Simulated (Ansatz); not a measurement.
# TaN (Fm-3m): modes against uniaxial strain along [110], part 2 of 2

Aim: how do the optical modes of TaN (Fm-3m) shift and split under this strain?

Ansatz 0.2.0; DFT LDA, scalar-relativistic, plane waves, PAW; PAW set soft_1.

So far. Step 3 (Tight relaxation): The forces vanish by symmetry and the pressure is 0.000 GPa, within the tolerances set. The cell now holds 10.27 Å³/atom.

## 4. Zone-centre response at rest

Phonons follow from the second derivative of the energy, found here by linear response.

The modes at rest are the reference of the series.

File input.yaml:

```yaml
crystal:
  lattice:
    - [0.0, 2.1738081265, 2.1738081265]
    - [2.1738081265, 0.0, 2.1738081265]
    - [2.1738081265, 2.1738081265, 0.0]
  atoms:
    - { symbol: "N", position: [0.0, 0.0, 0.0] }
    - { symbol: Ta, position: [0.5, 0.5, 0.5] }
kpoints:
  mp_grid: { grid: [16, 16, 16] }
hamiltonian:
  xc: lda
  pseudopotentials: { kind: paw, azcp: { folder: soft_1 }, xc_functional: pbe }
scf:
  occupations: { method: methfessel_paxton, width: 0.2 }
output:
  eigenvalues: true
phonons:
  method: dfpt
```

On the command line:

```
$ ansatz run input.yaml --threads 4 --pin off --max-ram 10240MiB --backend cpu --events-out ev --progress --plain --runs-dir out
```

Numbers of over 12 decimals in the logs are rounded to 6 here.

Output:

```text
[...]
Crystal: 2 atoms, lattice volume = 20.544 Å³
Basis set: ecut = 420 eV, 411 PW (Γ), exchange–correlation on 48×48×48 points (8 copies of the dense FFT grid, shifted against one another)
Bands: 13, of which v1, the nominal top of the filled ones, is band 9 counted from 1 (8 counted from 0)
Symmetry: 48 space group operations
k-points: 349 of 4096 (irreducible under 8 space group operations, time reversal used)
[...]
SCF iter   1: F=—  HF=-10059.593158 eV  |F-HF|=—  |Δ(HF+E_count)|=         —  Δρ=5.12e-2  dr2=5.55e-1  ethr=3.10e-3  ⟨swp⟩=5.0  Hψ=48301  notcnv=0
[...]
SCF iter   8: F=-10059.468552 eV  HF=-10059.468552 eV  |F-HF|=0.00e0  |Δ(HF+E_count)|=  2.91e-11  S|Δr|=    0.00e0  Δρ=7.52e-8  dr2=2.12e-13  ethr=1.00e-12  ⟨swp⟩=9.3  Hψ=26839  notcnv=0
SCF 1 converged in 8 iterations: F = -10059.468552 eV  dr2 = 2.12e-13
[...]
DFPT response loops at Γ: preconditioner auto → Kerker (q_TF=auto, 2.669 Å⁻¹) (partly filled bands, converged f_vac=0.000); β = 1.00, the filter's whole step (`scf.mixing.beta` (0.50) is not read by the response loops under this deck's `scf.mixing.preconditioner`; to damp them name `kerker` or `kerker_dos`, under which they read `scf.mixing.beta`, and type it under 1.00, their step now; both keys bind the ground state too); Broyden in place of MSR1
SCF converged after 8 iterations
[...]
Free energy (F): -10059.468552 eV
[...]
Internal energy: -10059.466226 eV  (E = F + TS)
E sigma→0 (E₀):  -10059.467970 eV
Entropy (-TS):   -0.002327 eV (-1.163 meV/atom)
Fermi energy:    22.001754 eV
[...]
--- Band table (eV; the first three rows and the last of 349) ---
  k-point 0: bands = [... 5 lower, 18.1227, 18.1227, 18.1227, 19.7984, 19.7984, 19.7984, 22.0405, 22.0405, ... 4 higher]
  k-point 1: bands = [... 5 lower, 17.6031, 17.7606, 17.7606, 19.9639, 19.9639, 20.0438, 22.4553, 22.4553, ... 4 higher]
  k-point 2: bands = [... 5 lower, 16.5542, 17.0193, 17.0193, 20.3465, 20.3465, 20.4097, 23.4576, 23.4576, ... 4 higher]
  k-point 348: bands = [... 5 lower, 14.3578, 15.1589, 15.1589, 21.8150, 21.8150, 25.7762, 26.4177, 26.7478, ... 4 higher]
--- Phonons (Γ-DFPT): 2 representative perturbations + reference, on 349 of 4096 k-points (Σ response iterations 6) ---
  k mesh reduced under 8 symmetry operations, with k and −k counted as one. Each operation leaves every solved perturbation unchanged. A smaller set is not used because it would not reduce the number of displacements times k-points to solve
  ASR residual: 2.085e-5 → 0.000e0 eV/Å²; symmetrization residual: 6.852e-7 eV/Å²
  ASR residual per site (eV/Å²): 1.13e-5 2.08e-5
  Γ frequencies (cm⁻¹): 0.00 0.00 0.00 421.40 421.40 421.40
  non-analytic LO–TO correction: not included (Born effective charges unavailable; polar crystals: no LO–TO splitting at Γ)
```

Wall time 8.4 s (4 threads of Arm Neoverse V1, shared host); peak memory 0.57 GiB.

In the SCF lines HF is the Harris–Foulkes energy and dr2 the Hartree energy of the density residual, in eV; the loop may stop once dr2 is under the threshold and the program's other checks hold. Hψ counts applications of the Hamiltonian.

This step gave:

```
sum-rule residual before enforcement                    : 2.08e-5 eV/Å²
point group                                             : m-3m
highest optical mode at the zone centre (no LO-TO term) : 421.4 cm⁻¹
lowest optical zone-centre mode                         : 421.4 cm⁻¹
```

Patterns of degenerate modes are one choice out of their space. Modes at Γ, with each element's share of the kinetic energy:

```tsv
mode	frequency (cm⁻¹)	symmetry	N %	Ta %
1	0.0	acoustic	7	93
2	0.0	acoustic	7	93
3	0.0	acoustic	7	93
4	421.4	T1u	93	7
5	421.4	T1u	93	7
6	421.4	T1u	93	7
```

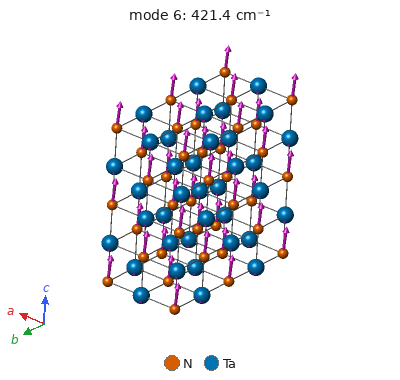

Displacement patterns of mode 6 at Γ; arrows are exaggerated. 1×2×2 conventional cells are drawn. Some periodic images of atoms are drawn too.

Before it was imposed, the acoustic sum rule was missed by 2.1e-5 eV/Å². Small misses are needed for a sound result but don't prove that mesh and cutoff are converged. The lowest optical mode is real, 421 cm⁻¹.

## 5. Relaxation of a member: uniaxial strain of +4 % along [110]

The cell takes a uniaxial strain of +4 % along [110]. The strained length and the angles are held, while the rest of the cell and the atoms relax.

input.yaml, the sections that differ from step 4:

```yaml
crystal:
  lattice:
    - [0.0656059029, 2.1951545488, 2.1677267011]
    - [2.1951545488, 0.0656059029, 2.1677267011]
    - [2.2607604517, 2.2607604517, 0.0]
  atoms:
    - { symbol: "N", position: [0.0, 0.0, 0.0] }
    - { symbol: Ta, position: [0.5, 0.5, 0.5] }
  conventional_axes: [[0, 0, 1], [1, -1, 0], [1, 1, -1]]
output:
  forces: true
  stress: true
  eigenvalues: true
relax:
  adjacent_minimum: "off"
  f_tol: 0.001
  max_steps: 60
  cell: { stress_tol: 0.01, fix: [a, angles] }
# kpoints, hamiltonian, scf: as in step 4
# phonons: removed
```

Output:

```text
[...]
Crystal: 2 atoms, lattice volume = 20.873 Å³
Basis set: ecut = 420 eV, 411 PW (Γ)
Bands: 13, of which v1, the nominal top of the filled ones, is band 9 counted from 1 (8 counted from 0)
Symmetry: 8 space group operations
[...]
k-points: 621 of 4096
[...]
k-point 620: bands = [... 5 lower, 15.2723, 16.1536, 16.8733, 17.4334, 24.0158, 25.5052, 25.5091, 26.7196, ... 4 higher]
--- Relaxed structure (6 steps of the walk, 6 accepted, 2 SCFs on fresh bases) ---
[...]
cell:  # Å, volume = 20.7233 Å³
    - [0.072203, 2.188557, 2.165635]
    - [2.188557, 0.072203, 2.165635]
    - [2.2607604517, 2.2607604517, 0.0]
  atoms:
    - { symbol: N, position: [0, 0, 0] }
    - { symbol: Ta, position: [0.500000, 0.500000, 0.500000] }
[key lines of the parts left out:]
SCF converged after 4 iterations
Free energy (F): -10059.446947 eV
Fermi energy:    21.771499 eV
P = ⅓ Tr σ = -3.0114 GPa (-30.114 kbar)
```

Wall time 23 s (4 threads); peak memory 0.51 GiB.

The steps of the relaxation:

```tsv
step	energy less that of the first step (eV)	largest force component (eV/Å)	pressure (GPa)	volume (Å³)
1	0.0000	0.0000	-5.56	20.87
2	-0.0018	0.0000	-1.75	20.65
3	-0.0019	0.0000	-3.01	20.72
4	-0.0019	0.0000	-3.01	20.72
5	-0.0019	0.0000	-3.02	20.73
6*	-0.0016	0.0000	-3.04	20.73
7	-0.0016	0.0000	-3.01	20.72
8*	-0.0016	0.0000	-3.01	20.72
```

Relaxation steps marked * repeat the geometry before them on a plane-wave basis chosen anew for their cell, so energy and pressure can jump there.

Forces are held to the 8 operations that the run works with; a distortion that breaks them can't arise in this run.

```tsv
conventional cell, symmetrised	before	after	change
a (Å)	3.012	2.993	-0.6 %
b (Å)	3.197	3.197	+0.0 %
c (Å)	4.335	4.331	-0.1 %
volume (Å³/atom)	10.44	10.36	-0.7 %
```

The relaxed structure:

```xyz
2
Lattice="0.0722 2.1886 2.1656 2.1886 0.0722 2.1656 2.2608 2.2608 0.0000" Properties=species:S:1:pos:R:3 pbc="T T T"
N     0.0000    0.0000    0.0000
Ta    2.2608    2.2608    2.1656
```

This step gave:

* pressure: -3.011 GPa
* volume per atom: 10.36 Å³

The forces vanish by symmetry.

## 6. Modes of this member: uniaxial strain of +4 % along [110]

The zone-centre modes follow for uniaxial strain of +4 % along [110].

input.yaml, the sections that differ from step 5:

```yaml
crystal:
  lattice:
    - [0.0722033108, 2.1885571409, 2.1656348661]
    - [2.1885571409, 0.0722033108, 2.1656348661]
    - [2.2607604517, 2.2607604517, 0.0]
  atoms:
    - { symbol: "N", position: [0.0, 0.0, 0.0] }
    - { symbol: Ta, position: [0.5, 0.5, 0.5] }
output:
  eigenvalues: true
phonons:
  method: dfpt
# kpoints, hamiltonian, scf: as in step 5
# relax: removed
```

Output:

```text
zone centre: on kpoints.mp_grid the ground state, and the responses unless they are solved on pairs of k-points, stand on 1098 of the mesh's 4096 k-points, reduced under 4 symmetry operations, with k and −k counted as one. Each operation leaves every solved displacement unchanged or reverses it
[...]
Crystal: 2 atoms, lattice volume = 20.723 Å³
Basis set: ecut = 420 eV, 411 PW (Γ), exchange–correlation on 48×48×48 points (8 copies of the dense FFT grid, shifted against one another)
Bands: 13, of which v1, the nominal top of the filled ones, is band 9 counted from 1 (8 counted from 0)
Symmetry: 8 space group operations
k-points: 1098 of 4096 (irreducible under 4 space group operations)
[...]
SCF iter   1: F=—  HF=-10059.568077 eV  |F-HF|=—  |Δ(HF+E_count)|=         —  Δρ=5.04e-2  dr2=5.36e-1  ethr=3.10e-3  ⟨swp⟩=5.0  Hψ=152841  notcnv=0  defer=1
[...]
SCF iter   8: F=-10059.446947 eV  HF=-10059.446947 eV  |F-HF|=1.82e-12  |Δ(HF+E_count)|=  5.46e-11  S|Δr|=    0.00e0  Δρ=1.65e-7  dr2=3.16e-12  ethr=1.00e-12  ⟨swp⟩=9.7  Hψ=84923  notcnv=0
SCF 1 converged in 8 iterations: F = -10059.446947 eV  dr2 = 3.16e-12
[...]
SCF converged after 8 iterations
[...]
Free energy (F): -10059.446947 eV
[...]
Internal energy: -10059.446195 eV  (E = F + TS)
E sigma→0 (E₀):  -10059.446759 eV
Entropy (-TS):   -0.000752 eV (-0.376 meV/atom)
Fermi energy:    21.771498 eV
[...]
--- Band table (eV; the first three rows and the last of 1098) ---
  k-point 0: bands = [... 5 lower, 17.7696, 17.9716, 18.1511, 19.0551, 19.5644, 20.1245, 21.8137, 21.9437, ... 4 higher]
  k-point 1: bands = [... 5 lower, 17.2451, 17.5483, 17.8251, 19.3671, 19.8045, 20.2766, 22.1961, 22.3207, ... 4 higher]
  k-point 2: bands = [... 5 lower, 16.2011, 16.8009, 17.1467, 19.8322, 20.2180, 20.6370, 23.1281, 23.2576, ... 4 higher]
  k-point 1097: bands = [... 5 lower, 15.2723, 16.1536, 16.8733, 17.4334, 24.0158, 25.5052, 25.5091, 26.7196, ... 4 higher]
[...]
ASR residual: 1.122e-4 → 0.000e0 eV/Å²; symmetrization residual: 1.026e-6 eV/Å²
  ASR residual per site (eV/Å²): 7.14e-5 1.12e-4
  Γ frequencies (cm⁻¹): 0.00 0.00 0.00 391.63 421.72 434.82
[...]
```

Run time: 36 s. Hardware: 4 threads; peak memory 1.2 GiB; 2.3 min of CPU time.

This step gave:

```yaml
sum_rule_residual_before_enforcement: 1.12e-4 eV/Å²
point_group: mmm
highest_optical_mode_at_the_zone_centre_no_lo_to_term: 434.8 cm⁻¹
lowest_optical_zone_centre_mode: 391.6 cm⁻¹
```

Patterns of degenerate modes are one choice out of their space. Modes at Γ, with each element's share of the kinetic energy:

```tsv
mode	frequency (cm⁻¹)	symmetry	N %	Ta %
1	0.0	acoustic	7	93
2	0.0	acoustic	7	93
3	0.0	acoustic	7	93
4	391.6	B3u	93	7
5	421.7	B2u	93	7
6	434.8	B1u	93	7
```

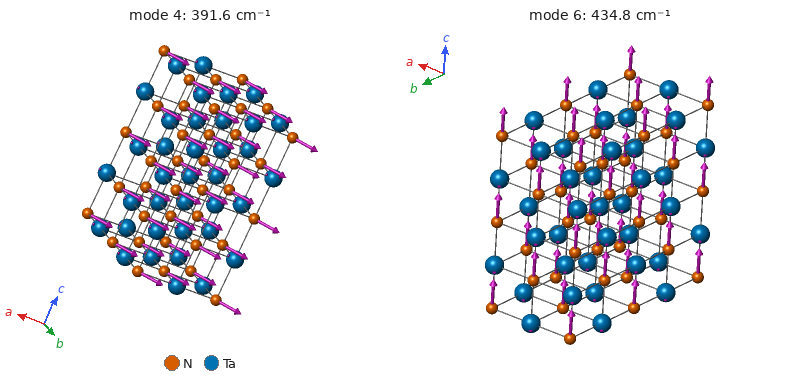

Displacement patterns of modes 4 and 6 at Γ; arrows are exaggerated. 1×2×2 conventional cells are drawn. Some periodic images of atoms are drawn too.

The lowest optical mode is real, 392 cm⁻¹, and the highest lies at 434.8 cm⁻¹.

Between step 4 and this run (strain 4 %) the value for the highest optical mode at the zone centre (no LO-TO term) moves from 421 cm⁻¹ to 435 cm⁻¹ (+3 %).

## 7. A member of the series: uniaxial strain of -4 % along [110]

The cell takes a uniaxial strain of -4 % along [110]. The strained length and the angles are held, while the rest of the cell and the atoms relax.

input.yaml, the sections that differ from step 6:

```yaml
crystal:
  lattice:
    - [-0.0693720837, 2.1562278852, 2.1741671523]
    - [2.1562278852, -0.0693720837, 2.1741671523]
    - [2.0868558014, 2.0868558014, 0.0]
  atoms:
    - { symbol: "N", position: [0.0, 0.0, 0.0] }
    - { symbol: Ta, position: [0.5, 0.5, 0.5] }
  conventional_axes: [[0, 0, 1], [1, -1, 0], [1, 1, -1]]
output:
  forces: true
  stress: true
  eigenvalues: true
relax:
  adjacent_minimum: "off"
  f_tol: 0.001
  max_steps: 60
  cell: { stress_tol: 0.01, fix: [a, angles] }
# kpoints, hamiltonian, scf: as in step 6
# phonons: removed
```

Output:

```text
[...]
Crystal: 2 atoms, lattice volume = 20.196 Å³
Basis set: ecut = 420 eV, 395 PW (Γ)
Bands: 13, of which v1, the nominal top of the filled ones, is band 9 counted from 1 (8 counted from 0)
Symmetry: 8 space group operations
[...]
k-points: 621 of 4096
[...]
k-point 620: bands = [... 5 lower, 15.5601, 16.4702, 17.2955, 17.9096, 24.5090, 26.0314, 26.0514, 27.3178, ... 4 higher]
--- Relaxed structure (6 steps of the walk, 6 accepted, 2 SCFs on fresh bases) ---
[...]
cell:  # Å, volume = 20.3549 Å³
    - [-0.078158, 2.165014, 2.174118]
    - [2.165014, -0.078158, 2.174118]
    - [2.0868558014, 2.0868558014, -4.7992058268035915e-11]
  atoms:
    - { symbol: N, position: [0, 0, 0] }
    - { symbol: Ta, position: [0.5, 0.5, 0.500000] }
[key lines of the parts left out:]
SCF converged after 4 iterations
Free energy (F): -10059.441790 eV
Fermi energy:    22.185547 eV
P = ⅓ Tr σ = 3.7086 GPa (37.086 kbar)
```

Wall time 23 s (4 threads); peak memory 0.5 GiB; 89 s of CPU time.

The steps of the relaxation:

```tsv
step	energy less that of the first step (eV)	largest force component (eV/Å)	pressure (GPa)	volume (Å³)
1	0.0000	0.0000	6.85	20.20
2	-0.0016	0.0000	3.02	20.39
3	-0.0018	0.0000	3.64	20.36
4	-0.0018	0.0000	3.73	20.35
5	-0.0018	0.0000	3.72	20.35
6*	-0.0022	0.0000	3.75	20.35
7	-0.0022	0.0000	3.71	20.35
8*	-0.0022	0.0000	3.71	20.35
```

Relaxation steps marked * repeat the geometry before them on a plane-wave basis chosen anew for their cell, so energy and pressure can jump there.

The run keeps the 8 symmetry operations that it works with, so distortions that break them were not tested.

```tsv
conventional cell, symmetrised	before	after	change
a (Å)	2.951	2.951	-0.0 %
b (Å)	3.147	3.172	+0.8 %
c (Å)	4.348	4.348	-0.0 %
volume (Å³/atom)	10.10	10.18	+0.8 %
```

The relaxed structure:

```xyz
2
Lattice="-0.0782 2.1650 2.1741 2.1650 -0.0782 2.1741 2.0869 2.0869 0.0000" Properties=species:S:1:pos:R:3 pbc="T T T"
N     0.0000    0.0000    0.0000
Ta    2.0869    2.0869    2.1741
```

This step gave:

| Item | Value |
| --- | --- |
| pressure | 3.709 GPa |
| volume per atom | 10.18 Å³ |

The forces vanish by symmetry.

The cell grew by 0.8 % in volume.

## 8. Modes of this member: uniaxial strain of -4 % along [110]

The zone-centre modes follow for uniaxial strain of -4 % along [110].

input.yaml, the sections that differ from step 7:

```yaml
crystal:
  lattice:
    - [-0.0781579259, 2.1650137273, 2.1741184979]
    - [2.1650137273, -0.0781579259, 2.1741184979]
    - [2.0868558014, 2.0868558014, 0.0]
  atoms:
    - { symbol: "N", position: [0.0, 0.0, 0.0] }
    - { symbol: Ta, position: [0.5, 0.5, 0.5] }
output:
  eigenvalues: true
phonons:
  method: dfpt
# kpoints, hamiltonian, scf: as in step 7
# relax: removed
```

Output:

```text
[...]
Crystal: 2 atoms, lattice volume = 20.355 Å³
Basis set: ecut = 420 eV, 403 PW (Γ), exchange–correlation on 48×48×48 points (8 copies of the dense FFT grid, shifted against one another)
Bands: 13, of which v1, the nominal top of the filled ones, is band 9 counted from 1 (8 counted from 0)
Symmetry: 8 space group operations
k-points: 1098 of 4096 (irreducible under 4 space group operations)
[...]
k-point 2: bands = [... 5 lower, 16.9532, 16.9658, 17.2997, 20.0284, 20.3890, 20.9606, 23.7353, 23.8596, ... 4 higher]
  k-point 1097: bands = [... 5 lower, 15.5601, 16.4702, 17.2955, 17.9096, 24.5090, 26.0314, 26.0514, 27.3178, ... 4 higher]
[...]
ASR residual: 1.111e-4 → 0.000e0 eV/Å²; symmetrization residual: 1.044e-6 eV/Å²
  ASR residual per site (eV/Å²): 8.17e-5 1.11e-4
  Γ frequencies (cm⁻¹): 0.00 0.00 0.00 418.58 428.16 465.24
[...]
[key lines of the parts left out:]
SCF converged after 8 iterations
Free energy (F): -10059.441790 eV
Fermi energy:    22.185546 eV
```

It took 35 s on 4 threads; peak memory 1.1 GiB.

Numbers from this step:

```yaml
sum_rule_residual_before_enforcement: 1.11e-4 eV/Å²
highest_optical_mode_at_the_zone_centre_no_lo_to_term: 465.2 cm⁻¹
lowest_optical_zone_centre_mode: 418.6 cm⁻¹
```

Patterns of degenerate modes are one choice out of their space. Modes at Γ, with each element's share of the kinetic energy:

```tsv
mode	frequency (cm⁻¹)	symmetry	N %	Ta %
1	0.0	acoustic	7	93
2	0.0	acoustic	7	93
3	0.0	acoustic	7	93
4	418.6	B1u	93	7
5	428.2	B3u	93	7
6	465.2	B2u	93	7
```

The lowest optical mode is real, 419 cm⁻¹, and the highest lies at 465.2 cm⁻¹.

Between step 4 and this run (strain -4 %) the value for the highest optical mode at the zone centre (no LO-TO term) moves from 421 cm⁻¹ to 465 cm⁻¹ (+10 %).

## 9. All members side by side

The members are set side by side, also those not shown above.

Stress is positive in compression; energies are extrapolated to zero smearing, and E0 is that at rest; the edges not held and the atoms are relaxed in each cell; all runs use 16×16×16 k points and Methfessel-Paxton smearing of 0.2 eV. State of the crystal along the series:

```tsv
strain (%)	stress along the axis (GPa)	free strain along [-110] (%)	free strain along [001] (%)	E - E0 (meV/atom)
-4	11.13	3.191	0.01428	13.22
-3	7.959	2.382	0.01652	7.01
-2	4.976	1.574	0.02817	2.787
-1	2.065	0.7998	0.02639	0.5511
0	-4.76e-4	0	0	0
1	-1.896	-0.7578	-0.06521	0.5118
2	-4.254	-1.412	-0.1698	2.41
3	-6.611	-2.036	-0.2798	5.79
4	-9.038	-2.643	-0.376	10.61
```

Optical modes are counted from below at rest and tracked from member to member by their patterns, and modes that stay within 0.3 cm⁻¹ of each other stand once; labels, where given, are those at rest; the edges not held and the atoms are relaxed in each cell; all runs use 16×16×16 k points and Methfessel-Paxton smearing of 0.2 eV. Optical modes along the series:

```tsv
strain (%)	optical mode 1 T1u, moving along [-110] (cm⁻¹)	optical mode 2 T1u, moving along [001] (cm⁻¹)	optical mode 3 T1u, moving along [110] (cm⁻¹)
-4	465.2	418.6	428.2
-3	456	416.1	428.3
-2	444.8	416.4	426.9
-1	432.9	419.1	421.7
0	421.4	421.4	421.4
1	412.7	422.7	424.5
2	406.6	425	425.7
3	399.9	429.3	425.4
4	391.6	434.8	421.7
```

Value and slope at zero strain of a cubic (a lower polynomial where under five rows exist) through the rows within 2 % of rest. Slopes at rest:

```tsv
mode	frequency (cm⁻¹)	shift per percent of strain (cm⁻¹)	shift per GPa of compressive stress (cm⁻¹)
optical mode 1 T1u, moving along [-110]	421.6	-10.28	5.5
optical mode 2 T1u, moving along [001]	421.2	1.7	-0.91
optical mode 3 T1u, moving along [110]	421.7	1.97	-1.05
```

## 10. What came out

| Item | Value |
| --- | --- |
| members | 9 |
| highest optical mode at the zone centre (no LO-TO term), at rest | 421.4 cm⁻¹ |
| Young’s modulus along [110] | 187 GPa |
| optical mode 1 T1u, moving along [-110], shift per percent | -10.28 cm⁻¹ |
| optical mode 2 T1u, moving along [001], shift per percent | 1.70 cm⁻¹ |
| optical mode 3 T1u, moving along [110], shift per percent | 1.97 cm⁻¹ |

The stress changes by 1.87 GPa for each percent, a Young’s modulus of 187 GPa along [110]. For each percent the free edges respond with -0.79 % along [-110] and -0.04 % along [001]. The strain lowers the symmetry: the level at 421.4 cm⁻¹ splits, into 465.2, 418.6 and 428.2 cm⁻¹ at -4 %. Within 2 % of rest optical mode 1 T1u, moving along [-110], optical mode 2 T1u, moving along [001] and optical mode 3 T1u, moving along [110] bend away from a straight line, so a single slope holds only near rest. These are harmonic frequencies at zero temperature: anharmonic shifts, linewidths and thermal expansion are left out. Spin-orbit coupling is left out, which can matter for the heavy elements here. With no gap, or one that is small against the smearing, the frequencies hang on the k mesh and the smearing, most of all near Kohn anomalies. The PAW files were made for PBE; the program adapts parts of them to the functional of the run, but their partial waves stay those of PBE, an approximation that was not tested in this session. Only the zone centre was solved, so an instability at another wavevector cannot show here.

[Logs are printed without paths, hosts, clocks, repeated set-up lines and the standing remarks that a program may print on its own settings, such as how far it seeks lower states.]

[Hosts, paths, dates, database ids (printed as entryN), source tags and the programs' standing remarks are cut or masked in the printed files.]
